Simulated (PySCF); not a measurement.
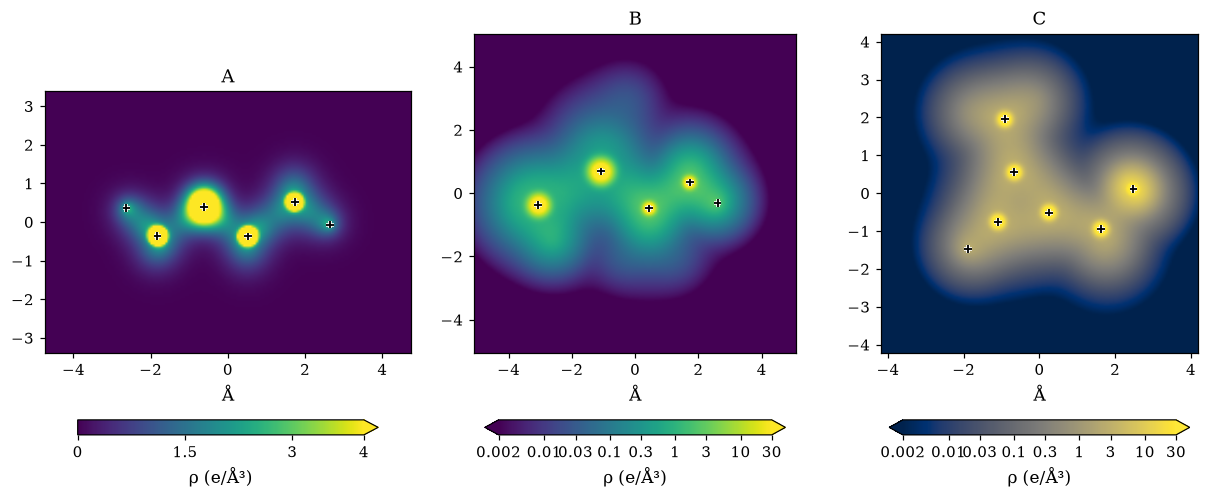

The total electron density of 3 systems, each on a plane through atoms (crosses mark nuclei in the plane).

All numbers below come from PySCF, PBE0/def2-SVPD, SCF density, gas phase.

System 1: C5H6F (SMILES C[c+]1cc1CF) (charge +1), the plane of atoms C3, C4 and C5. Geometry: GFN2-xTB.

```yaml
atoms:
  - { symbol: C, position_ang: [1.9357, -0.3542, 0.1830] }
  - { symbol: C, position_ang: [0.7044, 0.3266, -0.0627] }
  - { symbol: C, position_ang: [-0.0109, 1.4562, -0.4152] }
  - { symbol: C, position_ang: [-0.7017, 0.3048, -0.1126] }
  - { symbol: C, position_ang: [-1.9322, -0.4363, 0.0618] }
  - { symbol: F, position_ang: [-1.6817, -1.7164, 0.4345] }
  - { symbol: H, position_ang: [2.2820, -0.7851, -0.7647] }
  - { symbol: H, position_ang: [2.7142, 0.3321, 0.5183] }
  - { symbol: H, position_ang: [1.8028, -1.1861, 0.8758] }
  - { symbol: H, position_ang: [-0.0407, 2.4820, -0.7098] }
  - { symbol: H, position_ang: [-2.5569, 0.0329, 0.8403] }
  - { symbol: H, position_ang: [-2.5138, -0.4571, -0.8747] }
```

System 2: C3H7FO (SMILES CO[C@H](C)F), the plane of atoms C1, O2 and C3. Geometry: GFN2-xTB.

```xyz
12

C     1.8326    0.4489    0.0185
O     0.4445    0.7047   -0.0859
C    -0.3549   -0.3972    0.0728
C    -1.8004   -0.0280   -0.1993
F    -0.2491   -0.8678    1.3806
H     2.1501   -0.2835   -0.7325
H     2.3290    1.3994   -0.1604
H     2.0907    0.0791    1.0147
H    -0.0162   -1.2483   -0.5491
H    -2.4409   -0.8793    0.0112
H    -2.0780    0.8041    0.4415
H    -1.9063    0.2672   -1.2382
```

System 3: C3H12P2Si (SMILES CC(C)[SiH](P)P), the plane of atoms C2, C1 and H7. Geometry: GFN2-xTB.

```
atom    x (Å)    y (Å)    z (Å)
   C  -1.2139  -1.3103   0.9322
   C  -0.6954   0.1029   0.6926
   C  -1.4902   0.7717  -0.4244
  Si   1.1792   0.0516   0.2560
   P   1.3291  -1.2947  -1.5474
   P   2.0747   2.0625  -0.2383
   H  -2.2781  -1.2966   1.1624
   H  -0.6894  -1.7834   1.7593
   H  -1.0676  -1.9174   0.0385
   H  -0.8305   0.6832   1.6107
   H  -1.3545   0.2287  -1.3599
   H  -2.5535   0.7811  -0.1884
   H  -1.1666   1.8011  -0.5728
   H   1.9306  -0.4252   1.4344
   H   2.6628  -1.0169  -1.7874
   H   1.6328  -2.4299  -0.8192
   H   1.3853   2.2094  -1.4282
   H   1.1362   2.7885   0.4683
```

**Which map belongs to which system?**

Panel A is system 2, C3H7FO: the plane holds C, O and H. C–O (1.37 Å): the density is about 2.3 e/Å³ at the midpoint, with its minimum of 2 e/Å³ about 0.5 Å from C. Panel B is system 3, C3H12P2Si: the plane holds C, Si, P and H. C–C (1.52 Å): the density is about 1.6 e/Å³ at the midpoint. Panel C is system 1, C5H6F: the plane holds C, F and H. C–F (1.36 Å): the density is about 2.2 e/Å³ at the midpoint, with its minimum of 1.7 e/Å³ about 0.5 Å from C.
